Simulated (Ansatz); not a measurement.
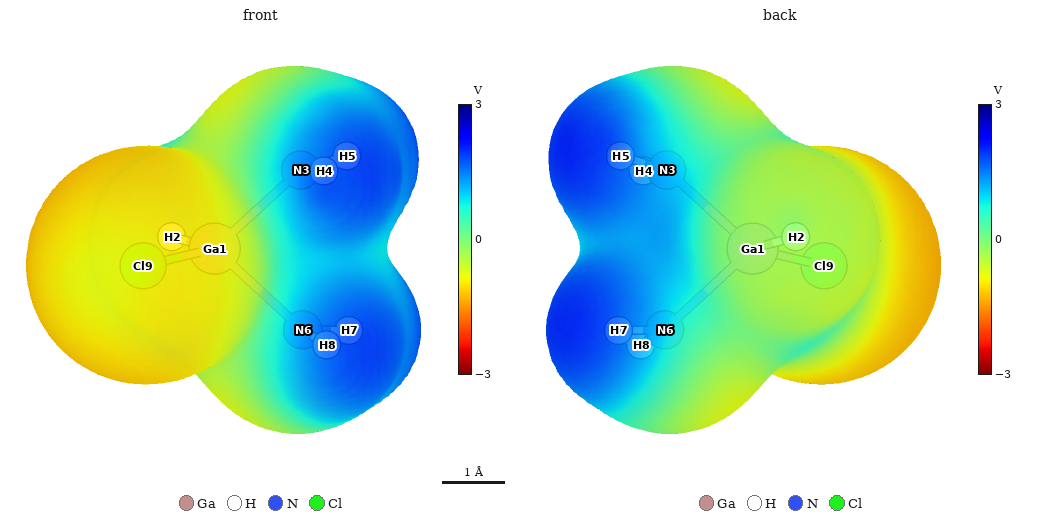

ClGaH$_{5}$N$_{2}$ (doublet). The electrostatic potential painted on the density surface at 0.002 e/bohr³, seen from the front and from behind; the colour scale runs from red (negative) to blue (positive).

All numbers below come from UKS PBE/def2-SVP in Ansatz 0.2.0.

```
atom    x (Å)    y (Å)    z (Å)
  Ga   0.0090   0.2612   0.8293
   H  -0.0697   1.6368   1.5703
   N   1.3019   0.1240  -0.6355
   H   1.4764  -0.8032  -1.0469
   H   1.3540   0.8346  -1.3778
   N  -1.3328  -0.0629  -0.5619
   H  -1.5258   0.6348  -1.2930
   H  -1.3922  -1.0040  -0.9748
  Cl   0.1792  -1.6213   1.9504
```

Describe the electrostatic potential map.

Answer. The most negative region (about −1.3 V) lies over Cl9, the most positive (about +2.0 V) over H5 and H7.
